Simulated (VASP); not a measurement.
# Hf4AlGe: the relaxed cell at several levels, part 2 of 4

Wanted: equilibrium cells of Hf4AlGe at many levels, with their cost. The cell is invented: it takes the structure of a Materials Project entry for Hf4AlSi (space group 97 there), with some of its atoms replaced by other elements, volume scaled by an estimate. It may not be a known or stable phase. LASPH is on for some levels and off for others; the table marks which.

VASP 6.6.1, plane waves and PAW; the level of theory is named at each step.

Still holding for the runs below: This run has no spin polarisation. Its electron count is odd, so without a moment it is a metal by construction. The k-mesh is coarse for a metal.

So far. Step 2 (Rough relaxation of the start cell): It ends with a largest force of 0.025 eV/Å and a pressure of -0.13 GPa.

## (3) Relaxation with PBE

Level of this step: PBE; plane waves and PAW (Hf_pv, Ge_d, Al); invented cell (VASP).

Properties are meant for the cell that this level of theory prefers, so cell and atoms are relaxed first (ISIF = 3) until forces and stress are small; EDIFFG sets the threshold.

INCAR reads:

```
SYSTEM = Hf4AlGe
PREC = Accurate
ENCUT = 520
EDIFF = 1E-06
NELM = 100
ISMEAR = -1
SIGMA = 0.05
LREAL = .FALSE.
ALGO = Normal
GGA = PE
NBANDS = 35
LORBIT = 11
LWAVE = .FALSE.
LCHARG = .FALSE.
KPAR = 2
IBRION = 2
NSW = 60
ISIF = 3
EDIFFG = -0.01
```

POSCAR reads:

```
Hf4AlGe
1.0
   -3.3687378371      3.3687378371      2.6291158632
    3.3687378371     -3.3687378371      2.6291158632
    3.3687378371      3.3687378371     -2.6291158632
Hf Ge Al
4 1 1
Direct
    0.4037135706      0.9037135706      0.8074271312
    0.0962864294      0.5962864294      0.1925728688
    0.5962864294      0.4037135706      0.5000000000
    0.9037135706      0.0962864294      0.5000000000
    0.0000000000      0.0000000000      0.0000000000
    0.5000000000      0.5000000000      0.0000000000
```

KPOINTS reads:

```
Automatic mesh
0
Gamma
6 6 6
0 0 0
```

PAW data sets: Hf_pv, Ge_d and Al (PBE family, release 64).

Started as:

```sh
> mpirun -np 2 vasp_std
```

What it wrote:

```text
[... set-up lines as in an earlier step ...]
 entering main loop
       N       E                     dE             d eps       ncg     rms          rms(c)
DAV:   1     0.416541759175E+03    0.41654E+03   -0.29164E+04  2464   0.246E+03
DAV:   2    -0.159845615046E+01   -0.41814E+03   -0.40776E+03  2194   0.654E+02
DAV:   3    -0.510315488151E+02   -0.49433E+02   -0.47876E+02  2605   0.124E+02
DAV:   4    -0.534116587345E+02   -0.23801E+01   -0.23537E+01  2592   0.289E+01
DAV:   5    -0.534791845398E+02   -0.67526E-01   -0.67400E-01  2807   0.499E+00    0.911E+01
DAV:   6    -0.512890734844E+02    0.21901E+01   -0.47951E+00  2584   0.882E+00    0.561E+01
DAV:   7    -0.509552881425E+02    0.33379E+00   -0.37906E+00  2323   0.916E+00    0.503E+00
DAV:   8    -0.508685612607E+02    0.86727E-01   -0.45350E-01  2394   0.309E+00    0.175E+00
DAV:   9    -0.508678529701E+02    0.70829E-03   -0.52240E-02  2749   0.110E+00    0.789E-01
DAV:  10    -0.508671956290E+02    0.65734E-03   -0.41911E-03  2819   0.425E-01    0.265E-01
DAV:  11    -0.508672182822E+02   -0.22653E-04   -0.30005E-04  2530   0.880E-02    0.645E-02
DAV:  12    -0.508672090460E+02    0.92362E-05   -0.56908E-05  2959   0.589E-02    0.247E-02
DAV:  13    -0.508672081309E+02    0.91509E-06   -0.46406E-06  2136   0.113E-02
   1 F= -.50867208E+02 E0= -.50851182E+02  d E =-.508672E+02
 curvature:   0.00 expect dE= 0.000E+00 dE for cont linesearch  0.000E+00
 trial: gam= 0.00000 g(F)=  0.550E-03 g(S)=  0.180E-02 ort = 0.000E+00 (trialstep = 0.100E+01)
 search vector abs. value=  0.235E-02
 bond charge predicted
       N       E                     dE             d eps       ncg     rms          rms(c)
DAV:   1    -0.508726556113E+02   -0.54466E-02   -0.31948E-01  2172   0.375E+00    0.887E-01
DAV:   2    -0.508699224761E+02    0.27331E-02   -0.13738E-02  2719   0.822E-01    0.278E-01
DAV:   3    -0.508687318627E+02    0.11906E-02   -0.11953E-03  2809   0.238E-01    0.155E-01
DAV:   4    -0.508683473852E+02    0.38448E-03   -0.52786E-04  2876   0.141E-01    0.727E-02
DAV:   5    -0.508683345524E+02    0.12833E-04   -0.53770E-05  3064   0.433E-02    0.369E-02
DAV:   6    -0.508683356188E+02   -0.10664E-05   -0.23321E-06  2019   0.853E-03    0.136E-02
DAV:   7    -0.508683357509E+02   -0.13216E-06   -0.27873E-07  1254   0.416E-03
   2 F= -.50868336E+02 E0= -.50852255E+02  d E =-.112762E-02
[...]
3 F= -.50868341E+02 E0= -.50852265E+02  d E =-.113277E-02
[...]
4 F= -.50868335E+02 E0= -.50852242E+02  d E =0.606073E-05
 trial-energy change:    0.000006  1 .order   -0.000001   -0.000160    0.000158
 step:   0.4639(harm=  0.4983)  dis= 0.00017  next Energy=   -50.868378 (dE=-0.368E-04)
 bond charge predicted
       N       E                     dE             d eps       ncg     rms          rms(c)
DAV:   1    -0.508686247278E+02   -0.28968E-03   -0.73549E-03  2527   0.706E-01    0.235E-01
DAV:   2    -0.508684461133E+02    0.17861E-03   -0.51928E-04  2663   0.188E-01    0.557E-02
DAV:   3    -0.508683909001E+02    0.55213E-04   -0.82352E-05  2697   0.590E-02    0.240E-02
DAV:   4    -0.508683773858E+02    0.13514E-04   -0.21791E-05  2993   0.292E-02    0.170E-02
DAV:   5    -0.508683770942E+02    0.29159E-06   -0.13122E-06  1448   0.724E-03
   5 F= -.50868377E+02 E0= -.50852293E+02  d E =-.361963E-04
 curvature:  -0.27 expect dE=-0.382E-05 dE for cont linesearch -0.270E-05
 trial: gam=-0.19356 g(F)=  0.800E-06 g(S)=  0.135E-04 ort = 0.420E-04 (trialstep = 0.883E+00)
 search vector abs. value=  0.459E-05
 reached required accuracy - stopping structural energy minimisation
```

The job ended after 2.9 min (2 MPI ranks of AMD EPYC 7R43, shared host; peak memory 0.59 GiB).

Parts of OUTCAR (step 3):

```text
  LATTYP: Found a body centered tetragonal cell.
 ALAT       =     6.7374756742
 C/A-ratio  =     0.7804453746

The static configuration has the point symmetry D_4 .

 Found     30 irreducible k-points:

   k-points           NKPTS =     30   k-points in BZ     NKDIM =     30   number of bands    NBANDS=     35

   dimension x,y,z NGX =    40 NGY =   40 NGZ =   40
   dimension x,y,z NGXF=    80 NGYF=   80 NGZF=   80

   ENCUT  =  520.0 eV  38.22 Ry    6.18 a.u.  10.12 10.12 10.12*2*pi/ulx,y,z

   NELECT =      57.0000    total number of electrons

 E-fermi :   5.3116

 k-point     1 :       0.0000    0.0000    0.0000
  band No.  band energies     occupation
    ...
     25       4.2550      2.00000
     26       4.4517      2.00000
     27       4.5474      2.00000
     28       4.5854      2.00000
     29       4.5854      2.00000
     30       7.0873      0.00000
     31       7.5155      0.00000
     32       7.6811      0.00000
     33       7.7948      0.00000
     34       7.7948      0.00000
    ...

 k-point     2 :       0.1667    0.0000   -0.0000
  band No.  band energies     occupation
    ...
     25       3.9739      2.00000
     26       4.3768      2.00000
     27       4.4867      2.00000
     28       4.7711      1.99996
     29       5.0666      1.98521
     30       6.9754      0.00000
     31       7.1007      0.00000
     32       7.2154      0.00000
     33       7.8852      0.00000
     34       7.9193      0.00000
    ...

  Total        0.0248702      0.0248702      0.0210650      0.0000000     -0.0000000      0.0000000
  in kB        0.3344442      0.3344442      0.2832733      0.0000000     -0.0000000      0.0000000
  external PRESSURE =       0.3173872 kB  Pullay stress =       0.0000000 kB

  energy-cutoff  :      520.00
  volume of cell :      119.14
      direct lattice vectors                 reciprocal lattice vectors
    -3.361966432  3.361966432  2.635230715     0.000000000  0.148722484  0.189736708
     3.361966432 -3.361966432  2.635230715     0.148722484  0.000000000  0.189736708
     3.361966432  3.361966432 -2.635230715     0.148722484  0.148722484  0.000000000

 POSITION                                       TOTAL-FORCE (eV/Angst)
 -----------------------------------------------------------------------------------
      4.39364      1.03168      1.31762        -0.001440     -0.001440      0.000000
      2.33029     -1.03168      1.31762         0.001440      0.001440     -0.000000
      1.03168      2.33029      1.31762        -0.001440      0.001440     -0.000000
     -1.03168      4.39364      1.31762         0.001440     -0.001440     -0.000000
      0.00000      0.00000      0.00000        -0.000000     -0.000000     -0.000000
      0.00000      0.00000      2.63523         0.000000     -0.000000     -0.000000
 -----------------------------------------------------------------------------------
    total drift:                               -0.000003      0.000003      0.000000

  FREE ENERGIE OF THE ION-ELECTRON SYSTEM (eV)
  ---------------------------------------------------
  free  energy   TOTEN  =       -50.8683770942 eV

  energy  without entropy=      -50.8362097437  energy(sigma->0) =      -50.85229342

 total charge
# of ion       s       p       d       tot
------------------------------------------
    1        0.338   6.412   1.518   8.268
    2        0.338   6.412   1.518   8.268
    3        0.338   6.412   1.518   8.268
    4        0.338   6.412   1.518   8.268
    5        1.101   1.411  10.033  12.545
    6        0.436   0.454   0.000   0.891
--------------------------------------------------
tot          2.888  27.515  16.106  46.509

[... 2 parts as in an earlier step ...]

[... 7 further parts left out ...]
```

CONTCAR:

```
Hf4AlGe
   1.00000000000000
    -3.3619664320060436    3.3619664320060436    2.6352307147487646
     3.3619664320060436   -3.3619664320060436    2.6352307147487646
     3.3619664320060436    3.3619664320060436   -2.6352307147487646
  Hf              Ge              Al
     4     1     1
Direct
     0.4034337849820006    0.9034337849820006    0.8068675599640075
     0.0965662150179994    0.5965662150179994    0.1931324400359925
     0.5965662150179994    0.4034337849820006    0.5000000000000000
     0.9034337849820006    0.0965662150179994    0.5000000000000000
     0.0000000000000000    0.0000000000000000    0.0000000000000000
     0.5000000000000000    0.5000000000000000    0.0000000000000000
```

Step by step:

```tsv
step	energy less that of the first step (eV)	largest force (eV/Å)	pressure (GPa)	volume (Å³)
1	0.0000	0.0534	-0.15	119.34
2	-0.0011	0.0038	0.12	119.03
3	-0.0011	0.0067	0.10	119.05
4	-0.0011	0.0032	-0.10	119.25
5	-0.0012	0.0020	0.03	119.14
```

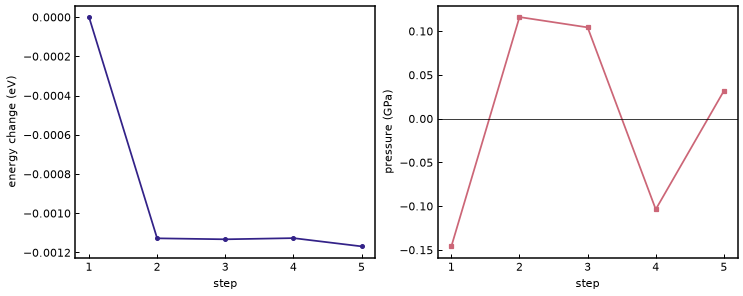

Energy and pressure along the relaxation.

```tsv
conventional cell, symmetrised	before	after	change
a (Å)	6.737	6.724	-0.2 %
b (Å)	6.737	6.724	-0.2 %
c (Å)	5.258	5.270	+0.2 %
volume (Å³/atom)	19.89	19.86	-0.2 %
```

The relaxed structure:

```
Hf Ge Al
1.0
    -3.36197    3.36197    2.63523
     3.36197   -3.36197    2.63523
     3.36197    3.36197   -2.63523
Hf Ge Al
4 1 1
Direct
  0.40343 0.90343 0.80687
  0.09657 0.59657 0.19313
  0.59657 0.40343 0.50000
  0.90343 0.09657 0.50000
  0.00000 0.00000 0.00000
  0.50000 0.50000 0.00000
```

Numbers from this step:

* irreducible k-points: 30
* free energy (TOTEN): -50.8684 eV
* energy at zero smearing: -50.8523 eV
* Fermi energy: 5.312 eV
* pressure: 0.03174 GPa
* SCF cycles over all ionic steps: 37

It ends with a largest force of 0.002 eV/Å and a pressure of 0.03 GPa. The conventional cell has a = 6.724 and c = 5.270 Å.

## (4) Relaxation with LDA

This step: LDA; plane waves and PAW (Hf_pv, Ge_d, Al); invented cell (VASP 6.6.1).

LDA, the lowest rung, knows the local density alone.

INCAR: that of step 3 with these lines changed.

```diff
@@ -9,3 +9,3 @@
 ALGO = Normal
-GGA = PE
+GGA = CA
 NBANDS = 35
```

POSCAR is that of step 3.

KPOINTS is that of step 3.

Started as:

```sh
> mpirun -np 2 vasp_std
```

What it wrote:

```text
[banner, memory and clock lines left out]
running    2 mpi-ranks, on    1 nodes
 distrk:  each k-point on    1 cores,    2 groups
 distr:  one band on    1 cores,    1 groups

 POSCAR found type information on POSCAR HfGeAl
 POSCAR found :  3 types and       6 ions
|                                                                             |
|               ----> ADVICE to this user running VASP <----                  |
|                                                                             |
|     You enforced a specific xc type in the INCAR file but a different       |
|     [... a line on the potential file left out ...]
|     I HOPE YOU KNOW WHAT YOU ARE DOING!                                     |
|                                                                             |

 LDA part: xc-table for (Slater(with rela. corr.)+CA(PZ))
 , standard interpolation
 POSCAR, INCAR and KPOINTS ok, starting setup
 FFT: planning ... GRIDC
 FFT: planning ... GRID_SOFT
 FFT: planning ... GRID
 WAVECAR not read
 entering main loop
       N       E                     dE             d eps       ncg     rms          rms(c)
DAV:   1     0.410481639549E+03    0.41048E+03   -0.29115E+04  2464   0.245E+03
DAV:   2    -0.657123452603E+01   -0.41705E+03   -0.40657E+03  2218   0.651E+02
DAV:   3    -0.557890959687E+02   -0.49218E+02   -0.47577E+02  2629   0.124E+02
DAV:   4    -0.580755732154E+02   -0.22865E+01   -0.22658E+01  2592   0.286E+01
DAV:   5    -0.581421506108E+02   -0.66577E-01   -0.66459E-01  2791   0.500E+00    0.900E+01
DAV:   6    -0.557028545412E+02    0.24393E+01   -0.51591E+00  2608   0.896E+00    0.551E+01
DAV:   7    -0.553117547509E+02    0.39110E+00   -0.39459E+00  2317   0.928E+00    0.492E+00
DAV:   8    -0.552222430386E+02    0.89512E-01   -0.47304E-01  2407   0.330E+00    0.174E+00
DAV:   9    -0.552222234708E+02    0.19568E-04   -0.51291E-02  2746   0.112E+00    0.749E-01
DAV:  10    -0.552215220676E+02    0.70140E-03   -0.42510E-03  2747   0.420E-01    0.199E-01
DAV:  11    -0.552215364956E+02   -0.14428E-04   -0.30714E-04  2559   0.870E-02    0.700E-02
DAV:  12    -0.552215304303E+02    0.60654E-05   -0.47097E-05  2959   0.524E-02    0.268E-02
DAV:  13    -0.552215303922E+02    0.38031E-07   -0.40848E-06  2013   0.104E-02
   1 F= -.55221530E+02 E0= -.55204776E+02  d E =-.552215E+02
 curvature:   0.00 expect dE= 0.000E+00 dE for cont linesearch  0.000E+00
 trial: gam= 0.00000 g(F)=  0.166E-02 g(S)=  0.758E+00 ort = 0.000E+00 (trialstep = 0.100E+01)
 search vector abs. value=  0.760E+00
 bond charge predicted
       N       E                     dE             d eps       ncg     rms          rms(c)
DAV:   1    -0.613013944082E+02   -0.60799E+01   -0.12156E+02  2430   0.895E+01    0.342E+01
DAV:   2    -0.567242231195E+02    0.45772E+01   -0.10587E+01  2477   0.369E+01    0.846E+00
DAV:   3    -0.554270495690E+02    0.12972E+01   -0.20156E+00  2683   0.970E+00    0.330E+00
DAV:   4    -0.551522676654E+02    0.27478E+00   -0.35176E-01  2947   0.379E+00    0.288E+00
DAV:   5    -0.551136995962E+02    0.38568E-01   -0.30388E-02  3069   0.111E+00    0.146E+00
DAV:   6    -0.551113793962E+02    0.23202E-02   -0.46592E-03  2552   0.388E-01    0.396E-01
DAV:   7    -0.551113715634E+02    0.78328E-05   -0.40363E-04  2685   0.157E-01    0.853E-02
DAV:   8    -0.551113639545E+02    0.76090E-05   -0.30639E-05  2339   0.366E-02    0.441E-02
DAV:   9    -0.551113633980E+02    0.55645E-06   -0.28020E-06  1796   0.117E-02
   2 F= -.55111363E+02 E0= -.55093057E+02  d E =0.110167E+00
[...]
3 F= -.55399622E+02 E0= -.55381942E+02  d E =-.178091E+00
[...]
4 F= -.55399670E+02 E0= -.55381966E+02  d E =-.178140E+00
[...]
5 F= -.55403675E+02 E0= -.55385942E+02  d E =-.400539E-02
 trial-energy change:   -0.004005  1 .order   -0.003997   -0.006519   -0.001475
 step:   1.1519(harm=  1.1519)  dis= 0.00377  next Energy=   -55.403882 (dE=-0.421E-02)
 bond charge predicted
       N       E                     dE             d eps       ncg     rms          rms(c)
DAV:   1    -0.554046019481E+02   -0.92646E-03   -0.66821E-02  2103   0.159E+00    0.282E-01
DAV:   2    -0.554041577396E+02    0.44421E-03   -0.24762E-03  2767   0.304E-01    0.111E-01
DAV:   3    -0.554039410545E+02    0.21669E-03   -0.20034E-04  2730   0.858E-02    0.722E-02
DAV:   4    -0.554038863289E+02    0.54726E-04   -0.86751E-05  2970   0.547E-02    0.271E-02
DAV:   5    -0.554038863280E+02    0.90949E-09   -0.68324E-06  2387   0.140E-02
   6 F= -.55403886E+02 E0= -.55386164E+02  d E =-.421628E-02
 curvature:  -0.58 expect dE=-0.521E-05 dE for cont linesearch -0.151E-08
 trial: gam=-0.00026 g(F)=  0.643E-05 g(S)=  0.250E-05 ort = 0.437E-05 (trialstep = 0.943E+00)
 search vector abs. value=  0.892E-05
 reached required accuracy - stopping structural energy minimisation
```

The job ended after 3.6 min (2 MPI ranks; peak memory 0.48 GiB; 7.1 min of CPU time).

Parts of OUTCAR (step 4):

```text
The static configuration has the point symmetry D_4 .

 Found     30 irreducible k-points:

   NELECT =      57.0000    total number of electrons

 E-fermi :   5.4485

 k-point     1 :       0.0000    0.0000    0.0000
  band No.  band energies     occupation
    ...
     25       4.3385      2.00000
     26       4.5435      2.00000
     27       4.7326      2.00000
     28       4.7552      2.00000
     29       4.7552      2.00000
     30       7.3070      0.00000
     31       7.6449      0.00000
     32       7.9243      0.00000
     33       8.0400      0.00000
     34       8.0400      0.00000
    ...

 k-point     2 :       0.1667    0.0000   -0.0000
  band No.  band energies     occupation
    ...
     25       4.1174      2.00000
     26       4.4924      2.00000
     27       4.5677      2.00000
     28       4.9337      1.99993
     29       5.2793      1.93439
     30       7.1724      0.00000
     31       7.2894      0.00000
     32       7.3568      0.00000
     33       8.1309      0.00000
     34       8.1752      0.00000
    ...

  Total       -0.0034027     -0.0034027      0.0169462      0.0000000      0.0000000      0.0000000
  in kB       -0.0486255     -0.0486255      0.2421621      0.0000000      0.0000000      0.0000000
  external PRESSURE =       0.0483037 kB  Pullay stress =       0.0000000 kB

  energy-cutoff  :      520.00
  volume of cell :      112.12
      direct lattice vectors                 reciprocal lattice vectors
    -3.285494023  3.285494023  2.596656195     0.000000000  0.152184115  0.192555334
     3.285494023 -3.285494023  2.596656195     0.152184115  0.000000000  0.192555334
     3.285494023  3.285494023 -2.596656195     0.152184115  0.152184115  0.000000000

 POSITION                                       TOTAL-FORCE (eV/Angst)
 -----------------------------------------------------------------------------------
      4.29046      1.00497      1.29833         0.004081      0.004081     -0.000000
      2.28053     -1.00497      1.29833        -0.004081     -0.004081     -0.000000
      1.00497      2.28053      1.29833         0.004081     -0.004081      0.000000
     -1.00497      4.29046      1.29833        -0.004081      0.004081      0.000000
     -3.28549      3.28549      2.59666        -0.000000      0.000000      0.000000
      0.00000      0.00000      2.59666        -0.000000     -0.000000      0.000000
 -----------------------------------------------------------------------------------
    total drift:                               -0.000003      0.000003      0.000000

  FREE ENERGIE OF THE ION-ELECTRON SYSTEM (eV)
  ---------------------------------------------------
  free  energy   TOTEN  =       -55.4038863280 eV

  energy  without entropy=      -55.3684418571  energy(sigma->0) =      -55.38616409

 total charge
# of ion       s       p       d       tot
------------------------------------------
    1        0.345   6.454   1.633   8.432
    2        0.345   6.454   1.633   8.432
    3        0.345   6.454   1.633   8.432
    4        0.345   6.454   1.633   8.432
    5        1.106   1.476  10.044  12.626
    6        0.440   0.473   0.000   0.913
--------------------------------------------------
tot          2.926  27.767  16.575  47.269

[... 8 parts as in an earlier step ...]

[... 5 further parts left out ...]
```

CONTCAR:

```
Hf4AlGe
   1.00000000000000
    -3.2854940225168225    3.2854940225168225    2.5966561950675691
     3.2854940225168225   -3.2854940225168225    2.5966561950675691
     3.2854940225168225    3.2854940225168225   -2.5966561950675691
  Hf              Ge              Al
     4     1     1
Direct
     0.4029402417819876    0.9029402417819877    0.8058804735639815
     0.0970597582180124    0.5970597582180123    0.1941195264360185
     0.5970597582180123    0.4029402417819876    0.5000000000000000
     0.9029402417819877    0.0970597582180124    0.5000000000000000
     1.0000000000000000    0.0000000000000000    0.0000000000000000
     0.5000000000000000    0.5000000000000000    0.0000000000000000
```

The PAW data sets were made with PBE, though LDA sets exist; this is a small mismatch.

The steps of the relaxation:

```tsv
step	energy less that of the first step (eV)	largest force (eV/Å)	pressure (GPa)	volume (Å³)
1	0.0000	0.0926	-7.51	119.34
2	0.1102	0.1260	12.03	103.95
3	-0.1781	0.0945	-0.06	112.28
4	-0.1781	0.0947	0.10	112.15
5	-0.1821	0.0172	0.02	112.13
6	-0.1824	0.0058	0.00	112.12
```

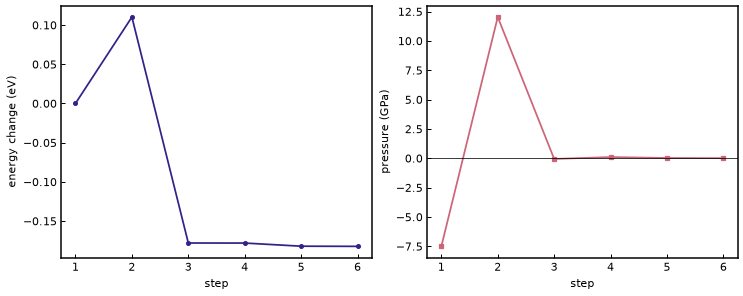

Energy and pressure along the relaxation.

```tsv
conventional cell, symmetrised	before	after	change
a (Å)	6.737	6.571	-2.5 %
b (Å)	6.737	6.571	-2.5 %
c (Å)	5.258	5.193	-1.2 %
volume (Å³/atom)	19.89	18.69	-6.1 %
```

Final coordinates:

```
Hf Ge Al
1.0
    -3.28549    3.28549    2.59666
     3.28549   -3.28549    2.59666
     3.28549    3.28549   -2.59666
Hf Ge Al
4 1 1
Direct
  0.40294 0.90294 0.80588
  0.09706 0.59706 0.19412
  0.59706 0.40294 0.50000
  0.90294 0.09706 0.50000
  0.00000 0.00000 0.00000
  0.50000 0.50000 0.00000
```

This step gave:

| Property | Result |
| --- | --- |
| free energy (TOTEN) | -55.4039 eV |
| energy at zero smearing | -55.3862 eV |
| Fermi energy | 5.449 eV |
| pressure | 0.004830 GPa |
| SCF cycles over all ionic steps | 48 |

It ends at 18.69 Å³/atom, -6.1 % from the start, with 0.00 GPa left. The conventional cell has a = 6.571 and c = 5.193 Å.

(Part 2 of 4 ends here.)

[Lines on the potential files, build, host, timing and source positions are cut from VASP's logs without a mark.]

[Logs are printed without paths, hosts, clocks, repeated set-up lines and the standing remarks that a program may print on its own settings, such as how far it seeks lower states.]

[Hosts, paths, dates, database ids (printed as entryN), source tags and the programs' standing remarks are cut or masked in the printed files.]

[A measured line is paired with the nearest computed mode of its activity, which favours agreement.]
